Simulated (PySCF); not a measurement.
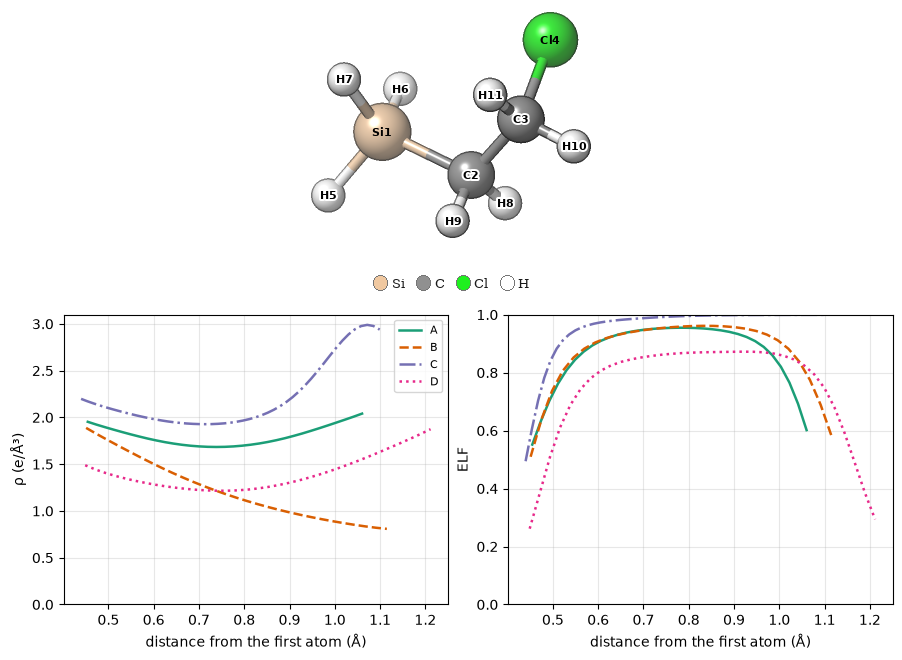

Figure. C2H7ClSi (SMILES [SiH3]CCCl). Total electron density and ELF along straight lines between neighbouring atoms. The curves leave out the atomic cores. The structure is drawn too.

Geometry: PBE0-D3(BJ)/def2-SVP.

These are results of PBE0/pcSseg-2, SCF density, gas phase, non-relativistic (PySCF), not measurements.

Input

```
{"job": {"xc": "PBE0", "basis": "pcSseg-2", "kind": "nmr", "pop": true}, "charge": 0, "multiplicity": 1}
Si     1.479482     0.160551    -0.067722
C     -0.206169    -0.566970     0.412486
C     -1.403065     0.082236    -0.250773
Cl    -1.457164     1.850460     0.051999
H      2.541904    -0.823310     0.306091
H      1.759037     1.445662     0.633378
H      1.530099     0.378394    -1.546299
H     -0.305993    -0.518134     1.509601
H     -0.200993    -1.638803     0.146595
H     -2.354244    -0.324046     0.121026
H     -1.377469    -0.043368    -1.342346
```

Run with:

```sh
OMP_NUM_THREADS=1 python ens_run.py task.json out
```

Which curve belongs to which contact (C–C, C–Cl, C–H and C–Si)? The first atom named is at distance zero.

Answer. Curve A: C–C (1.51 Å): the density is about 1.7 e/Å³ at the midpoint; the ELF peaks at about 0.95 between the atoms: localised, covalent bonding. Curve B: C–Si (1.90 Å): ρ at the midpoint is about 0.93 e/Å³; the ELF peaks at about 0.95 between the atoms: a shared electron pair. Curve C: C–H (1.10 Å): ρ at the midpoint is about 2 e/Å³; the ELF climbs to about 1 towards the hydrogen, as it does in any bond to H (a covalent bond by its length). Curve D: C–Cl (1.79 Å): ρ at the midpoint is about 1.3 e/Å³; the ELF peaks at about 0.85 between the atoms: a shared electron pair.
